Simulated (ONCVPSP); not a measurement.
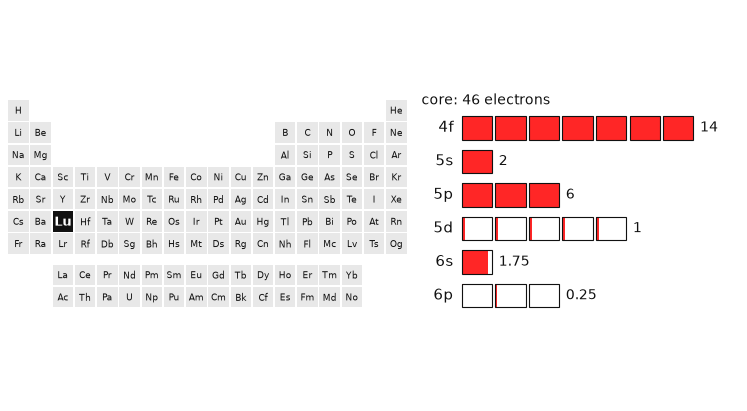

Fig. 1: Left, the place of lutetium in the periodic table; right, the valence shells of the reference configuration: a box for each of the 2l + 1 orbitals, shaded by the share of the shell that is filled, with the electron count at the right.

# Run report: Lu, pseudopotential generation (part 1 of 2)

Lutetium (Lu, Z = 71), core [Kr] 4d10, reference valence 4f14 5s2 5p6 5d1 6s1.75 6p0.25, valence charge 25. Computed at this level: ONCV potential, PBEsol, scalar-relativistic, made with ONCVPSP 4.0.1.

### Input file
```
# ATOM AND REFERENCE CONFIGURATION
# atsym  z   nc   nv     iexc    psfile
  Lu 71.00    9    6  -116133      upf
#
#   n    l    f
    1    0    2.00
    2    0    2.00
    2    1    6.00
    3    0    2.00
    3    1    6.00
    3    2   10.00
    4    0    2.00
    4    1    6.00
    4    2   10.00
    4    3   14.00
    5    0    2.00
    5    1    6.00
    5    2    1.00
    6    0    1.75
    6    1    0.25
#
# PSEUDOPOTENTIAL AND OPTIMIZATION
# lmax
    3
#
#   l,   rc,      ep,       ncon, nbas, qcut
    0    2.05    0.00    4    8    5.00
    1    2.10    0.00    4    7    6.40
    2    3.40    0.00    4    9    5.20
    3    0.60    0.00    5   10   16.60
#
# LOCAL POTENTIAL
# lloc, lpopt,  rc(5),   dvloc0
    4    2    0.40   -1.00
#
# VANDERBILT-KLEINMAN-BYLANDER PROJECTORs
# l, nproj, debl
    0    2    2.60
    1    2    1.30
    2    3    2.50
    3    2    1.00
#
# MODEL CORE CHARGE
# icmod, fcfact, rcfact
    2    0.30    0.75
#
# LOG DERIVATIVE ANALYSIS
# epsh1, epsh2, depsh
   -4.00    5.00    0.02
#
# OUTPUT GRID
# rlmax, drl
    6.00    0.01
#
# TEST CONFIGURATIONS
# ncnf
    4
# nvcnf
#   n    l    f
    6
    4    3   14.00
    5    0    2.00
    5    1    6.00
    5    2    1.00
    6    0    2.00
    6    1    0.00
#
    6
    4    3   14.00
    5    0    2.00
    5    1    6.00
    5    2    1.00
    6    0    1.00
    6    1    0.00
#
    6
    4    3   14.00
    5    0    2.00
    5    1    6.00
    5    2    1.00
    6    0    0.00
    6    1    0.00
#
    6
    4    3   14.00
    5    0    2.00
    5    1    6.00
    5    2    1.50
    6    0    1.50
    6    1    0.00
#
```

Run as:
```bash
oncvpsp.x < Lu.dat > Lu.out
```

### Log (extracts)
```
ONCVPSP  (Optimized Norm-Conservinng Vanderbilt PSeudopotential)
scalar-relativistic version 4.0.1

#   n    l    f        energy (Ha)
    1    0    2.00    -2.3233922E+03
    2    0    2.00    -3.9551808E+02
    2    1    6.00    -3.4797232E+02
    3    0    2.00    -8.9635408E+01
    3    1    6.00    -7.5370618E+01
    3    2   10.00    -5.8245471E+01
    4    0    2.00    -1.7843897E+01
    4    1    6.00    -1.3163224E+01
    4    2   10.00    -7.0610321E+00
    4    3   14.00    -3.6857784E-01
    5    0    2.00    -2.2588890E+00
    5    1    6.00    -1.1781261E+00
    5    2    1.00    -7.5510226E-02
    6    0    1.75    -1.8016298E-01
    6    1    0.25    -5.5084265E-02

Reference configufation results
  iterations    39
  all-electron total energy (Ha)   -1.45588518D+04

Begin loop to  construct optimized pseudo wave functions
and semi-local pseudopoentials for all angular momenta

Calculating optimized projector #   1

 for l=   0

    Fraction of norm inside rc  0.972499
    Optimizing pswf for qcut=   5.00 a_B^-1,  ecut=  12.51 Ha
    Residual kinetic energy error=  4.33D-05 Ha

    Energy error per electron        Cutoff
         Ha          eV             Ha
         0.01000     0.27211        3.85
         0.00100     0.02721        8.28
         0.00010     0.00272       11.48
         0.00001     0.00027       36.52

Calculating optimized projector #   2

 for l=   0

    Fraction of norm inside rc  0.078446
    Optimizing pswf for qcut=   5.00 a_B^-1,  ecut=  12.51 Ha
    Residual kinetic energy error=  7.78D-05 Ha

    Energy error per electron        Cutoff
         Ha          eV             Ha
         0.01000     0.27211        3.23
         0.00100     0.02721        8.42
         0.00010     0.00272       12.15
         0.00001     0.00027       35.29

Calculating optimized projector #   1

 for l=   1

    Fraction of norm inside rc  0.912489
    Optimizing pswf for qcut=   6.39 a_B^-1,  ecut=  20.43 Ha
    Residual kinetic energy error=  2.46D-07 Ha

    Energy error per electron        Cutoff
         Ha          eV             Ha
         0.01000     0.27211        7.24
         0.00100     0.02721        9.33
         0.00010     0.00272       11.02
         0.00001     0.00027       13.38

Calculating optimized projector #   2

 for l=   1

    Fraction of norm inside rc  0.025932
    Optimizing pswf for qcut=   6.39 a_B^-1,  ecut=  20.43 Ha
    Residual kinetic energy error=  3.30D-07 Ha

    Energy error per electron        Cutoff
         Ha          eV             Ha
         0.01000     0.27211        4.54
         0.00100     0.02721        6.93
         0.00010     0.00272        9.01
         0.00001     0.00027       14.45

   Wellstate for l =  2  n =  9
     eigenvalue =   2.4245
     asymptotic potential =   2.9245
     half-point radius =  6.4271

   Wellstate for l =  2  n = 10
     eigenvalue =   4.9245
     asymptotic potential =   5.4245
     half-point radius =  5.3857

Calculating optimized projector #   1

 for l=   2

    Fraction of norm inside rc  0.718314
    Optimizing pswf for qcut=   5.20 a_B^-1,  ecut=  13.54 Ha
    Residual kinetic energy error=  6.72D-09 Ha

    Energy error per electron        Cutoff
         Ha          eV             Ha
         0.01000     0.27211        5.85
         0.00100     0.02721        7.81
         0.00010     0.00272        9.34
         0.00001     0.00027       10.58

Calculating optimized projector #   2

 for l=   2

    Fraction of norm inside rc  0.168069
    Optimizing pswf for qcut=   5.20 a_B^-1,  ecut=  13.54 Ha
    Residual kinetic energy error=  8.61D-07 Ha

    Energy error per electron        Cutoff
         Ha          eV             Ha
         0.01000     0.27211        8.08
         0.00100     0.02721        9.81
         0.00010     0.00272       11.09
         0.00001     0.00027       12.36

Calculating optimized projector #   3

 for l=   2

    Fraction of norm inside rc  0.183376
    Optimizing pswf for qcut=   5.20 a_B^-1,  ecut=  13.54 Ha
    Residual kinetic energy error=  3.67D-04 Ha

    Energy error per electron        Cutoff
         Ha          eV             Ha
         0.01000     0.27211       10.19
         0.00100     0.02721       12.97
         0.00010     0.00272       17.34
         0.00001     0.00027       36.59

   Wellstate for l =  3  n =  5
     eigenvalue =   0.6314
     asymptotic potential =   1.1314
     half-point radius =  5.1433

Calculating optimized projector #   1

 for l=   3

    Fraction of norm inside rc  0.472017
    Optimizing pswf for qcut=  16.60 a_B^-1,  ecut= 137.70 Ha
    Residual kinetic energy error=  6.05D-01 Ha

    Energy error per electron        Cutoff
         Ha          eV             Ha
         0.01000     0.27211     1091.08
         0.00100     0.02721     1213.42
         0.00010     0.00272     1410.08
         0.00001     0.00027     1816.51

Calculating optimized projector #   2

 for l=   3

    Fraction of norm inside rc  0.011377
    Optimizing pswf for qcut=  16.60 a_B^-1,  ecut= 137.70 Ha
    Residual kinetic energy error=  1.46D-02 Ha

    Energy error per electron        Cutoff
         Ha          eV             Ha
         0.01000     0.27211      146.95
         0.00100     0.02721      939.55
         0.00010     0.00272     1411.05
         0.00001     0.00027     1525.88

Construct Vanderbilt / Kleinmman-Bylander projectors

B matrix Hermiticity error, ll=   0
   1   2    2.1238E-04

  Orthonormal projector coefficients  4.1068E+01  1.3648E+00

B matrix Hermiticity error, ll=   1
   1   2    6.2922E-05

  Orthonormal projector coefficients  2.2960E+01  7.4908E-01

B matrix Hermiticity error, ll=   2
   1   2   -8.4550E-05
   1   3    2.4389E-04
   2   3    1.2246E-04

  Orthonormal projector coefficients  9.1595E+00 -1.9022E+00 -1.8405E-01

B matrix Hermiticity error, ll=   3
   1   2    1.4041E-04

  Orthonormal projector coefficients -9.6371E+02 -4.4500E+01

Model core correction analysis
  based on d2Exc/dn_idn_j

d2excae - all-electron derivatives

   -2.117012D-02   -1.183023D-02   -8.683918D-03   -2.433237D-03
   -1.020920D-03   -3.848418D-04
   -1.183005D-02   -2.613546D-02   -2.285815D-02   -7.084160D-03
   -1.513669D-03   -6.946666D-04
   -8.683774D-03   -2.285812D-02   -2.353051D-02   -1.084431D-02
   -3.013827D-03   -8.361745D-04
   -2.433159D-03   -7.084096D-03   -1.084416D-02   -1.826703D-02
   -1.841481D-02   -1.159901D-02
   -1.020834D-03   -1.513524D-03   -3.013375D-03   -1.840903D-02
   -2.699169D-02   -1.997913D-02
   -3.848138D-04   -6.946783D-04   -8.361274D-04   -1.158550D-02
   -1.996789D-02   -2.873338D-02

d2excps - pseudofunction derivatives with no core correction

   -4.106168D-02   -2.078571D-02   -1.196552D-02   -2.285282D-03
   -1.658144D-03   -5.470718D-04
   -2.078581D-02   -2.362754D-02   -2.130893D-02   -6.334094D-03
   -1.464766D-03   -6.564196D-04
   -1.196544D-02   -2.130877D-02   -2.345201D-02   -1.074543D-02
   -2.946254D-03   -8.467187D-04
   -2.285196D-03   -6.333951D-03   -1.074519D-02   -1.917269D-02
   -1.859250D-02   -1.159628D-02
   -1.658073D-03   -1.464553D-03   -2.945794D-03   -1.858678D-02
   -2.698009D-02   -1.997902D-02
   -5.470474D-04   -6.564244D-04   -8.466704D-04   -1.158276D-02
   -1.996775D-02   -2.873588D-02

rms 2nd derivative error    4.054041E-03

amplitude prefactor, scale prefactor
    5.3035    1.3022

d2excps - pseudofunction derivatives with core correction

   -2.871696D-02   -1.578948D-02   -1.008742D-02   -2.198472D-03
   -1.266586D-03   -4.483196D-04
   -1.578942D-02   -2.085164D-02   -1.989987D-02   -6.269200D-03
   -1.263383D-03   -5.822380D-04
   -1.008728D-02   -1.989970D-02   -2.268911D-02   -1.072280D-02
   -2.845049D-03   -8.051007D-04
   -2.198383D-03   -6.269055D-03   -1.072256D-02   -1.918047D-02
   -1.858600D-02   -1.159404D-02
   -1.266500D-03   -1.263225D-03   -2.844587D-03   -1.858028D-02
   -2.696551D-02   -1.997391D-02
   -4.482920D-04   -5.822403D-04   -8.050514D-04   -1.158053D-02
   -1.996264D-02   -2.873374D-02

rms 2nd derivative error    1.979600E-03

Pseudoatom total energy -277.969129

Diagnostic tests using Vanderbilt-Kleinman-Bylander pseudopotentials
  1 or more projectors used as specified by nproj input data

   l    rcore       rmatch      e in        delta e   norm test  slope test

   0   2.0599804   2.1225259  -2.2588890   0.0000013   1.0001558   1.0001428
   0   2.0599804   2.1225259  -0.1801630   0.0000014   1.0000278   1.0000235

   1   2.1098667   2.1739268  -1.1781261  -0.0000001   1.0001210   1.0001237
   1   2.1098667   2.1739268  -0.0550843   0.0000011   1.0000304   1.0000260

   2   3.4048146   3.5081922  -0.0755102  -0.0000002   0.9999862   0.9999863
   2   3.4048146   3.5081922   2.4244898   0.0000135   1.0001484   1.0001484
   2   3.4048146   3.5081922   4.9244898   0.0000047   1.0000155   1.0000155

   3   0.6007296   0.6189691  -0.3685778   0.0008357   1.0005525   1.0000882
run_diag: lschvkbbe ERROR   2   4   3  60  6.31422163E-01  5.18279947E-01
   3   0.6007296   0.6189691   0.6314222  -0.1131422   2.3371893   2.4949219

 Testing for bound ghosts
   n   l    E NL Schr. Eq   E Basis Diag.   E Cutoff

       0                      -34.005007     62.46  WARNING - GHOST(-)
   1   0       -2.258888       -2.258466     62.46
   2   0       -0.180162       -0.153722     62.46

       1                      -20.857868     50.30  WARNING - GHOST(-)
   2   1       -1.178126       -1.177710     50.30
   3   1       -0.055083        0.021815     50.30

       2                       -8.956816     47.80  WARNING - GHOST(-)
   3   2       -0.075510       -0.075017     47.80

   4   3       -0.367742       -0.274445   1690.11

 Testing for highly-localized positive-energy ghosts
       l    <radius>/rc     E Basis Diag.   E Cutoff

       0        0.486137        1.199554     62.46  WARNING - GHOST(+)

       3        0.729413       15.960019   1690.11  WARNING - GHOST(+)

Test configuration 0

   n   l     f        eae           eps        diff
   1   0  2.0000-2323.39223459
   2   0  2.0000 -395.51808148
   2   1  6.0000 -347.97231731
   3   0  2.0000  -89.63540761
   3   1  6.0000  -75.37061845
   3   2 10.0000  -58.24547142
   4   0  2.0000  -17.84389740
   4   1  6.0000  -13.16322384
   4   2 10.0000   -7.06103211
   4   3 14.0000   -0.36857784   -0.36774218    8.36D-04
   5   0  2.0000   -2.25888900   -2.25888772    1.28D-06
   5   1  6.0000   -1.17812606   -1.17812617   -1.19D-07
   5   2  1.0000   -0.07551023   -0.07551044   -2.15D-07
   6   0  1.7500   -0.18016298   -0.18016158    1.40D-06
   6   1  0.2500   -0.05508427   -0.05508312    1.14D-06

    Total energies and differences
      AE_ref= -1.45588518D+04  AE_tst= -1.45588518D+04  dif=  0.00D+00
      PS_ref= -2.77969129D+02  PS_tst= -2.77969129D+02  dif=  3.07D-12
      PSP excitation error= -3.07D-12

Test configuration 1

   n   l     f        eae           eps        diff
   1   0  2.0000-2323.37821153
   2   0  2.0000 -395.50421633
   2   1  6.0000 -347.95844999
   3   0  2.0000  -89.62158821
   3   1  6.0000  -75.35679894
   3   2 10.0000  -58.23165170
   4   0  2.0000  -17.83003700
   4   1  6.0000  -13.14935638
   4   2 10.0000   -7.04716163
   4   3 14.0000   -0.35470226   -0.35354720    1.16D-03
   5   0  2.0000   -2.24485892   -2.24477927    7.96D-05
   5   1  6.0000   -1.16418454   -1.16417682    7.72D-06
   5   2  1.0000   -0.06496523   -0.06497969   -1.45D-05
   6   0  2.0000   -0.17183639   -0.17182913    7.27D-06

    Total energies and differences
      AE_ref= -1.45588518D+04  AE_tst= -1.45588829D+04  dif= -3.10D-02
      PS_ref= -2.77969129D+02  PS_tst= -2.78000179D+02  dif= -3.11D-02
      PSP excitation error=  5.18D-06

Test configuration 2

   n   l     f        eae           eps        diff
   1   0  2.0000-2323.62724347
   2   0  2.0000 -395.75189771
   2   1  6.0000 -348.20620746
   3   0  2.0000  -89.86888019
   3   1  6.0000  -75.60409935
   3   2 10.0000  -58.47893326
   4   0  2.0000  -18.07745598
   4   1  6.0000  -13.39680415
   4   2 10.0000   -7.29459369
   4   3 14.0000   -0.60206808   -0.60272857   -6.60D-04
   5   0  2.0000   -2.49260225   -2.49337219   -7.70D-04
   5   1  6.0000   -1.41190637   -1.41225859   -3.52D-04
   5   2  1.0000   -0.29042168   -0.29050557   -8.39D-05
   6   0  1.0000   -0.37586691   -0.37588984   -2.29D-05
```

(Continued in part 2.) Outcome of the run: generated, with a ghost state.
